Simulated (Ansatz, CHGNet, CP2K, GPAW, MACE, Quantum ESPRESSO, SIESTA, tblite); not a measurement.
# GPAW runs on W(100)/Au(100) interface (51 atoms)

Wanted: GPAW inputs and outputs for W(100)/Au(100) interface (51 atoms), checked against a plane-wave reference.

Main program and level: GPAW 26.7.0; the method is named at each step.

**1. Starting point**

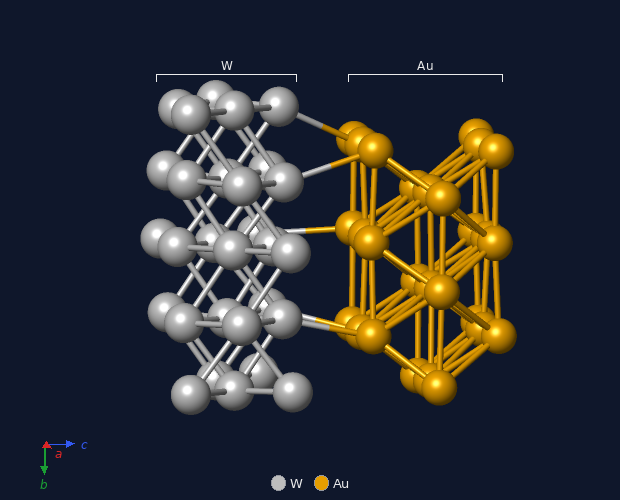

The starting structure, seen from the side, with the c axis across the page (tungsten light grey, gold orange). Some periodic images of atoms are drawn too.

The cell holds 51 atoms: 24 W and 27 Au. Cell: a = 8.952 Å, b = 8.952 Å, c = 22.049 Å, α = 90.0°, β = 90.0°, γ = 90.0°. Bcc W(100), 3 repeat layers, 8 surface cells, strained +0.00 and +0.00 %; fcc Au(100), 3 layers, 9 cells, +3.48 and +3.48 %; outer planes 2.92 Å apart, 12 Å of vacuum above; not relaxed, displaced by a Gaussian of 0.02 Å. Then every atom was moved at random, 0.05 Å r.m.s. a Cartesian component. Regions: W, 24 atoms (24 W); Au, 27 atoms (27 Au). Vacuum lies along c.

The yardstick, on the same geometry:

```
method                 : Kohn-Sham DFT, PBE, SSSP efficiency 1.3.0 pseudopotentials, plane waves (Quantum ESPRESSO 7.5); sssp-pbe-1.3.0-efficiency, cutoffs 45/360 Ry, Γ point
r.m.s. force component : 0.64 eV/Å
longest force          : 2.056 eV/Å
time                   : 9.9 min on 4 MPI ranks of Arm Neoverse V1, shared host
CPU time               : 40 min
```

**2. PBE, plane waves 450 eV**

Method: Kohn-Sham DFT, PBE, PAW, plane waves.

run.py

```python
import numpy as np
from ase.io import read
from gpaw import GPAW, FermiDirac, PW
from ase.parallel import parprint as print

atoms = read("structure.xyz")
atoms.calc = GPAW(
    mode=PW(450),
    xc="PBE",
    kpts={"size": (1, 1, 1), "gamma": True},
    occupations=FermiDirac(0.05),
    maxiter=200,
    symmetry={"point_group": False},
    nbands=498,
    txt="gpaw.txt",
)
energy = atoms.get_potential_energy(force_consistent=True)
forces = atoms.get_forces()
print(f"energy {energy:.6f} eV")
print("forces (eV/A)")
for i, (a, f) in enumerate(zip(atoms, forces)):
    print(f"{i:4d} {a.symbol:2s} {f[0]:10.5f} {f[1]:10.5f} {f[2]:10.5f}")
print(f"Fermi level {atoms.calc.get_fermi_level():.4f} eV")
for k in range(len(atoms.calc.get_ibz_k_points())):
    for s in range(atoms.calc.get_number_of_spins()):
        e = atoms.calc.get_eigenvalues(kpt=k, spin=s)
        n = np.searchsorted(e, atoms.calc.get_fermi_level())
        print(f"k {k} spin {s} levels about the Fermi level:", np.round(e[max(n - 6, 0):n], 4).tolist(), "|", np.round(e[n:n + 6], 4).tolist())
```

structure.xyz

```xyz
51
Lattice="8.95200 0.00000 0.00000 0.00000 8.95200 0.00000 0.00000 0.00000 22.04922" Properties=species:S:1:pos:R:3 pbc="T T T"
W 6.64668 6.77550 5.97071
W 6.81901 4.45550 7.52408
W 6.70782 6.67488 9.12000
W 6.61589 2.21105 6.05494
W 6.74587 8.94412 7.56862
W 6.80450 2.29538 9.15307
W 4.37413 4.49963 6.03575
W 4.42157 2.32913 7.65196
W 4.48800 4.49569 9.08538
W 4.47143 0.08755 6.04568
W 4.49847 6.78114 7.61404
W 4.42256 0.04467 9.28338
W 2.24713 6.73522 5.98217
W 2.17462 4.53383 7.48836
W 2.28571 6.61562 9.19849
W 2.20944 2.20568 5.94998
W 2.28589 8.91637 7.52849
W 2.14481 2.24382 9.21525
W 0.05577 4.52882 6.01569
W 8.89856 2.26871 7.55980
W 8.92908 4.41414 9.11735
W 8.91118 8.91539 5.91051
W 8.88710 6.72653 7.54943
W 8.92013 8.86024 9.18372
Au 3.50963 7.33106 12.07658
Au 5.11186 8.79221 14.08195
Au 6.46603 7.28809 16.10056
Au 3.59933 1.33483 12.06489
Au 5.12126 2.76608 14.06123
Au 6.62591 1.38308 15.99605
Au 3.54598 4.26079 12.18131
Au 4.92190 5.83823 14.13289
Au 6.52869 4.31406 15.96430
Au 6.62430 7.25488 12.05365
Au 8.04185 8.81110 13.99398
Au 0.56675 7.25443 16.16186
Au 6.55913 1.32543 12.12509
Au 8.04776 2.77306 14.12054
Au 0.58662 1.31254 16.09814
Au 6.50327 4.26992 12.00558
Au 8.06862 5.75596 14.07600
Au 0.59540 4.32408 16.07079
Au 0.58636 7.28093 12.10414
Au 2.03694 8.83491 14.04138
Au 3.45037 7.28156 15.96518
Au 0.66012 1.35524 12.16213
Au 2.16379 2.82856 13.99707
Au 3.50909 1.41442 15.88867
Au 0.56711 4.21317 12.13501
Au 1.99916 5.82757 14.06057
Au 3.56898 4.36464 16.11181
```

The run is started by

```sh
OMP_NUM_THREADS=1 mpirun -np 4 gpaw python run.py > output.txt
```

Numbers of over 12 decimals in the logs are rounded to 6 here.

Log:

```text
energy -325.090066 eV
forces (eV/A)
   0 W     0.08540    0.67876    1.71846
   1 W    -1.95585    0.55317   -0.06187
   2 W     0.26250    0.23395   -0.25740
   3 W    -0.40922   -0.70092    1.42746
   4 W    -0.65983    0.45652    0.42928
   5 W     0.41578    0.06761   -0.39322
   6 W    -0.09539    0.33702    1.53720
   7 W     0.40002   -1.13331   -0.17497
   8 W    -0.21711    0.68513   -0.17755
   9 W     0.43859    1.07173    1.25504
  10 W    -0.15153   -0.87694   -0.14845
  11 W    -0.58656    0.28622   -1.15407
  12 W     0.04574   -0.46069    1.33476
  13 W     0.61257   -0.48888    1.12010
  14 W     0.63675    0.30692   -0.80629
  15 W    -0.24084   -0.63839    1.68230
  16 W    -1.22440    0.87945    1.20657
  17 W    -0.06768   -0.16412   -0.68297
  18 W     0.53070    0.13798    0.89869
  19 W     1.28874   -1.05505   -0.36965
  20 W    -0.12508   -0.33131   -0.17787
  21 W    -0.02816   -0.24753    1.99646
  22 W     1.07179    0.39877   -0.18912
  23 W     0.02512   -0.00561   -0.71738
[...]
43 Au    0.08573   -0.42217    0.45683
  44 Au    0.06066    0.36865    0.20502
  45 Au   -0.37133   -0.11695   -1.64397
  46 Au   -0.73910    0.16994    1.11161
  47 Au    0.23421   -0.32333    0.48385
  48 Au   -0.16140    0.32110   -1.25901
  49 Au    0.09968   -0.15774    0.23183
  50 Au   -0.19177   -0.20144   -0.29123
Fermi level 3.1469 eV
k 0 spin 0 levels about the Fermi level: [3.0062, 3.0577, 3.0842, 3.0919, 3.1172, 3.1438] | [3.1536, 3.2021, 3.2225, 3.2547, 3.2793, 3.4479]
```

gpaw.txt:

```text
Input parameters:
  mode=PW(ecut=450.000000),
  kpts=MonkhorstPack(size=(1, 1, 1), gamma=True),
  maxiter=200,
  nbands=498,
  occupations=Occupations(name='fermi-dirac', width=0.05, fixmagmom=False),
  symmetry=Symmetry(point_group=False),
  xc=XC(name='PBE')
Diagonalizing LCAO Hamiltonian
Converting LCAO to pw mode
      .---------------------.
     /|                     |
    / |                     |
   /  |                     |
  /   |                     |
 *    |                     |
 |    |                     |
 |    |                     |
 |    Au      Au     Au     |
 |    |                     |
 |   Au    AAu    AAu     Au|
 |    |         Au          |
 | Au |  AAu      Au    Au  |
 |    |AAu    AAu    AAu    |
 |    |                     |
 |   Au     Au     Au       |
 | Au |    Au     Au        W
 |    |   W          W      |
 |    |     W  W       W W  |
 |    | W       W          W|
 |    |  W         WW       W
 |    |   W WW       W  W   |
[... lines left out ...]
    Z:       79.0
    valence: 11
    core:    68
    Using partial waves for Au as LCAO basis
Reference energy: -24478673.439672  # eV
eigensolver:
  PPCG
  Converge bands: occupied
  niter=2
density mixing:
  MSR1-Mixer
occupation numbers:
  Fermi-Dirac:
    width: 0.0500  # eV
poisson solver:
  ecut: 3600.000000  # eV
xc functional:
  name: PBE with 2 nearest neighbor stencil
Initialization done in: 23.415 s
convergence criteria:
- Maximum [total energy] change in last 3 cyles: 0.0005 eV / valence electron
- Maximum integral of absolute [dens]ity change: 0.0001 electrons / valence electron
- Maximum integral of absolute [eigenst]ate change: 4e-08 eV^2 / valence electron
maximum number of iterations: 200
SCF iterations
|iter     |      energy | eigst |  dens |
|---------|-------------|-------|-------|
|iter:   1| -397.831324 | +0.06 |       |
|iter:   2| -668.157605 | -0.44 | -0.84 |
|iter:   3| -342.939953 | -1.18 | -0.66 |
|iter:   4| -337.431508 | -1.87 | -1.15 |
[...]
|iter:  10| -325.086560 | -2.93 | -1.81 |
|iter:  11| -324.947993 | -3.23 | -1.96 |
|iter:  12| -324.957013c| -3.40 | -2.07 |
|iter:  13| -324.814109c| -3.73 | -2.13 |
|iter:  14| -324.876479c| -3.90 | -2.43 |
[...]
|iter:  25| -324.804179c| -6.93 | -3.87 |
|iter:  26| -324.804076c| -7.19 | -3.89 |
|iter:  27| -324.803940c| -7.41c| -4.13c|
Converged in 27 steps
SCF loop duration: 287.694 s (10.655 s/step)
Energy contributions relative to reference atoms: (reference = -24478673.439672)
Energy contributions:
  Kinetic:        -481.115887
  Coulomb:         353.053833
  Zero:              2.422846
  External:          0.000000
  Xc:             -198.878606
  Entropy:          -0.572253
  Spinorbit:         0.000000
  ----------------------------
  Free energy:    -325.090066
  Extrapolated:   -324.803940
dipole moment: (70.309424, 137.726255, -0.574460)  # |e|*Ang
Fermi level: 3.147
Eigenvalues  # (at kpt = [0.000, 0.000, 0.000])
| band index |      eig [eV] | occ [0-2] |
|------------|---------------|-----------|
|          0 |       -70.942 |     2.000 |
|        ... |               |           |
|        309 |         2.959 |     1.954 |
|        310 |         2.964 |     1.949 |
[...]
|        324 |         3.501 |     0.002 |
|        ... |               |           |
|        497 |        13.948 |     0.000 |
Gap: 0.010 eV
Transition (v -> c):
  (s=0, k=0, n=316, [0.00, 0.00, 0.00]) -> (s=0, k=0, n=317, [0.00, 0.00, 0.00])
No difference between direct/indirect transitions
Force computation time: 2.755  # s
```

The job ended after 5.3 min (4 MPI ranks of Arm Neoverse V1, shared host; peak memory 2.4 GiB; 21 min of CPU time).

Banners, paths, timers and routine set-up lines are dropped from the logs unmarked, and long logs keep their key lines alone; longer cuts are marked.

Numbers from this run, and their distance from the reference:

```yaml
r_m_s_force_component: 0.6632 eV/Å
r_m_s_difference_of_force_components: 63.06 meV/Å
longest_difference_of_force_vectors: 240.3 meV/Å
force_difference_over_r_m_s_force: 9.853 %
slope_of_forces_against_the_reference_s: 1.032
correlation_of_force_components: 0.996
```

Length of the force difference by element (eV/Å):

```csv
element,atoms,mean,most
Au,27,0.13,0.24
W,24,0.030,0.065
```

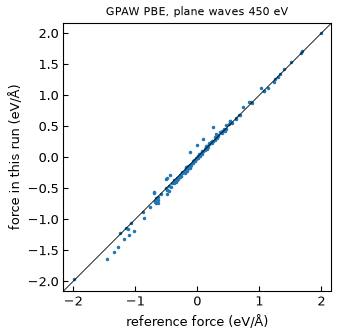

Force components against those of the reference; the line marks equality.

The surroundings of W22, picked at random, nearest first, numbered as they follow in the input and with coordinates relative to it.

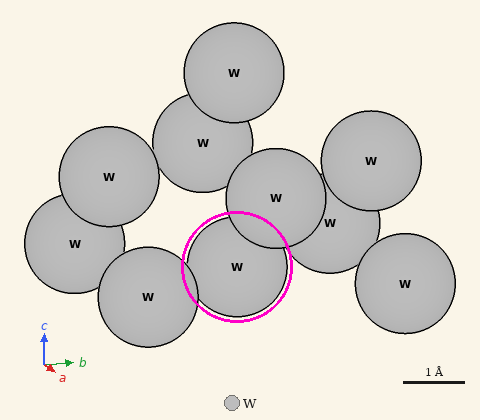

The atoms of the table, within 3.3 Å (arrows a, b, c point along x, y, z); some may hide others; the central atom is ringed.

```csv
atom,x,y,z,distance (Å),Fx,Fy,Fz (eV/Å)
W22,0.00,0.00,0.00,0.00,-0.03,-0.25,2.00
W5,-2.17,0.03,1.66,2.73,-0.66,0.46,0.43
W23,-0.02,-2.19,1.64,2.73,1.07,0.40,-0.19
W17,2.33,0.00,1.62,2.83,-1.22,0.88,1.21
W20,-0.01,2.31,1.65,2.83,1.29,-1.06,-0.37
W1,-2.26,-2.14,0.06,3.12,0.09,0.68,1.72
W13,2.29,-2.18,0.07,3.16,0.05,-0.46,1.33
W16,2.25,2.24,0.04,3.18,-0.24,-0.64,1.68
W4,-2.30,2.25,0.14,3.22,-0.41,-0.70,1.43
W24,0.01,-0.06,3.27,3.27,0.03,-0.01,-0.72
```

Atoms are counted from 1 here, from 0 in the log.

Forces lie 9.9 % from the reference's, at 0.53 times its CPU time.

The difference per atom is largest on Au (0.13 eV/Å on average, against 0.030 on W).

Further runs of this program without a result: GPAW PBE, LCAO dzp, h 0.2 Å (cut off at its time limit); GPAW PBE, LCAO dzp, h 0.2 Å, other mixer settings (cut off at its time limit); GPAW PBE, LCAO dzp, h 0.16 Å (cut off at its time limit).

**3. Summary of results**

```
force difference from the reference : GPAW PBE, plane waves 450 eV, 9.9 %
its CPU time                        : 21 min
```

In words: PBE on plane waves or a grid with other potentials, cutoffs or grids differs from the reference by 9.9 % (GPAW PBE, plane waves 450 eV) of the r.m.s. force; potentials, valence shells or grid differ, and the table alone doesn't part them. The potentials hold different valence shells: 849 electrons in the reference, 633 in GPAW; this bears on time and differences. The electron count is odd in QE PBE, sssp-1.3.0-efficiency, 45/360 Ry and GPAW PBE, plane waves 450 eV, and they have no spin polarisation, so the unpaired electron is spread evenly over both spins. The host structure and its lattice constant were typed by rule, without a check against the phase diagram. The electronic-structure runs sample only Γ, in a cell whose shortest periodic width is 9 Å, which is coarse for a cell with partly filled levels. Spin–orbit coupling is left out, which matters for the levels of the heavy elements.

[Also dropped from logs without a mark: logging warnings of Python, and SIESTA's first energy breakdown and zero terms.]

[Logs are printed without paths, hosts, clocks, repeated set-up lines and the standing remarks that a program may print on its own settings, such as how far it seeks lower states.]

[Hosts, paths, dates, database ids (printed as entryN), source tags and the programs' standing remarks are cut or masked in the printed files.]
